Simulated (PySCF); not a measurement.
# EPR calculation, with input and output: C₂H₄BF₂Si

C₂H₄BF₂Si, multiplicity 2, computed with UKS B3LYP, pcH-1 on B C F H Si, non-relativistic, mean-field spin-orbit, GIAO (PySCF 2.14.0).

It belongs to a series of runs on one base structure; here: H removed from B.

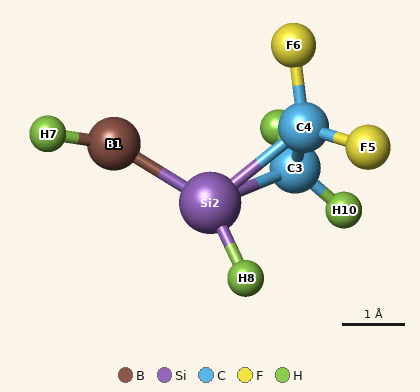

Fig. 1: The structure as given in the input (ball-and-stick view, seen at a tilt; atoms are numbered from 1 in the order of the input). Bond lengths as drawn: B–H 1.16 Å, B–Si 1.85 Å, C–C 1.47 Å, C–F 1.35 Å, C–H 1.08 Å, C–Si 1.95 to 1.96 Å and H–Si 1.47 Å.

## Summary

| quantity | value |
| --- | --- |
| outcome | converged |
| total energy | −592.519571 hartree |
| ⟨S²⟩ | 0.756 |
| isotropic g | 2.0017 |
| hardware | 1 CPU thread, shared host |
| wall time | 36 s |
| peak memory | 0.69 GiB |

## Input file
```
{"job": {"kind": "epr", "basis": "pcH-1"}, "charge": 0, "multiplicity": 2}
B      2.191781     0.131495     0.499535
Si     0.703016    -0.707155    -0.201749
C     -1.002151    -0.266082     0.630069
C     -0.714898     0.617578    -0.508524
F     -1.467026     0.503435    -1.627431
F     -0.520228     1.938275    -0.285430
H      3.337054     0.282748     0.509709
H      0.316938    -1.787336    -1.125689
H     -0.993957     0.223414     1.591333
H     -1.841647    -0.931717     0.495650
```

The first line tells a small driver script what to run in PySCF; the rest is the geometry in Å.

Run as:
```bash
OMP_NUM_THREADS=1 python <driver script> task.json out
```

## Log
```
UKS, coarse grid
  cycle   1  E = -592.43207632  |g| = 5.10e-01
  cycle   2  E = -592.32753047  |g| = 7.89e-01
  cycle   3  E = -592.51774516  |g| = 5.99e-02
  cycle   4  E = -592.51823092  |g| = 4.75e-02
  cycle   5  E = -592.51950756  |g| = 1.11e-02
  cycle   6  E = -592.51959415  |g| = 4.34e-03
  cycle   7  E = -592.51960940  |g| = 1.39e-03
  cycle   8  E = -592.51961381  |g| = 7.66e-04
UKS, final grid
  cycle   1  E = -592.51956920  |g| = 8.26e-04
  cycle   2  E = -592.51956943  |g| = 1.24e-03
  cycle   3  E = -592.51957036  |g| = 2.79e-04
  cycle   4  E = -592.51957054  |g| = 1.96e-04
  cycle   5  E = -592.51957084  |g| = 1.26e-04
  cycle   6  E = -592.51957087  |g| = 2.44e-05
  cycle   7  E = -592.51957087  |g| = 1.51e-05
E = -592.51957087 Eh   <S^2> = 0.7560 (exact 0.7500)
g shifts (ppm)      1          2          3
  rmc           -78        -78        -78
  gc             20         11         31
  oz_so       -1134       -522       -181
  total       -1192       -588       -228
hyperfine (MHz)  atom isotope    a_iso     a_fc   dipolar eigenvalues
    0   11B     218.97     219.08    -43.51    -40.62     84.13
    1  29Si       1.47       1.47    -13.03      2.29     10.74
    2   13C       7.37       7.38     -2.07     -0.25      2.32
    3   13C     -12.56     -12.55     -4.77      1.87      2.90
    4   19F     -10.18     -10.07    -19.53      8.77     10.76
    5   19F      20.03      20.14    -18.31      1.09     17.22
    6    1H     -27.23     -27.21    -20.95      0.53     20.42
    7    1H      98.90      98.90     -2.75     -1.81      4.56
    8    1H      -2.07      -2.07     -2.88     -1.39      4.27
    9    1H      -0.76      -0.76     -1.15     -1.03      2.17
```

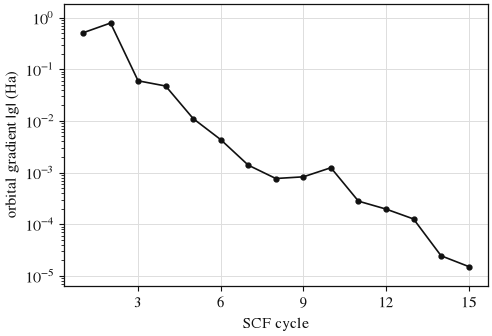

Fig. 2: Convergence of the self-consistent field: orbital gradient |g| against the SCF cycle. All cycles printed in the log are drawn one after another.

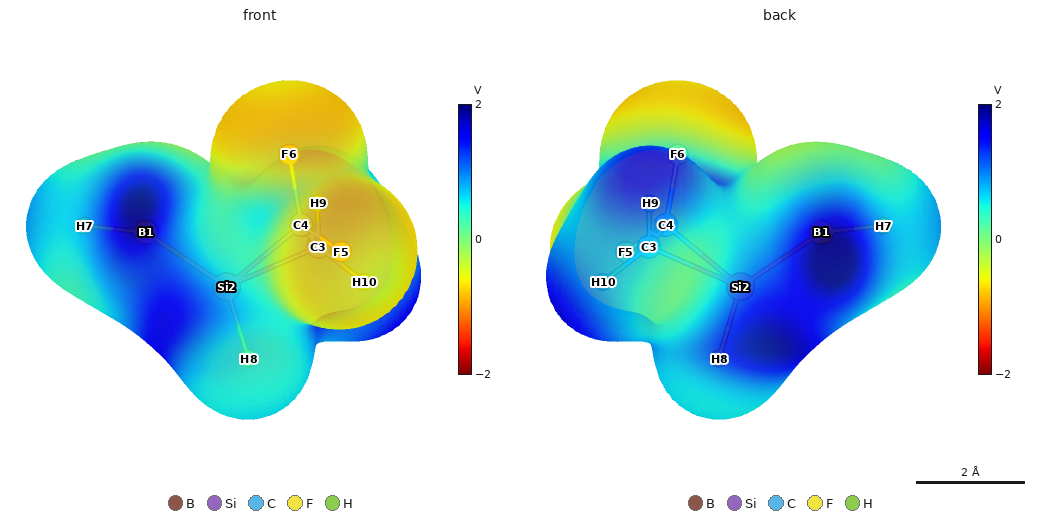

Fig. 3: The electrostatic potential painted on the density surface at 0.004 e/bohr³, seen at a tilt and from behind; the colour scale runs from red (negative) to blue (positive).

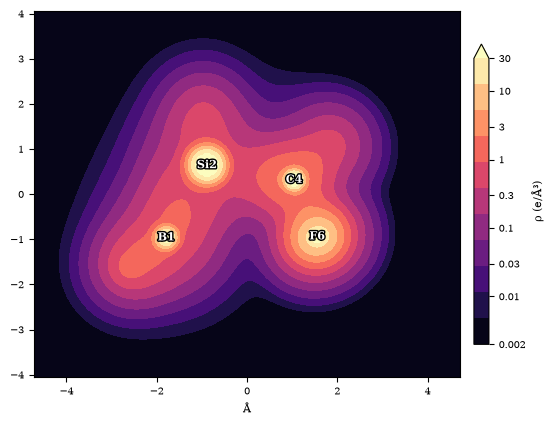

Fig. 4: Total electron density on the plane of atoms Si2, C4 and F6. C–F (1.35 Å): ρ at the midpoint is about 2.2 e/Å³, with its minimum of 1.8 e/Å³ about 0.5 Å from C. Si–B (1.85 Å): ρ is about 0.91 e/Å³ halfway. C–Si (1.96 Å): ρ is about 0.74 e/Å³ halfway.

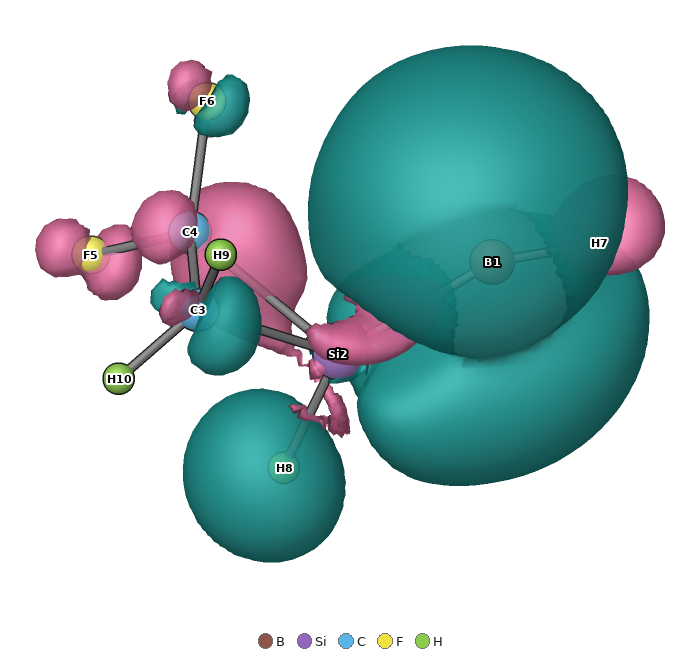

Fig. 5: Isosurfaces of the spin density (α minus β) at +0.004 (teal) and −0.004 e/Å³ (pink), seen at an oblique angle. The unpaired spin (1 electron) lies mostly on B1 (about 0.7) and Si2 (about 0.2), in electrons by Hirshfeld's partition.
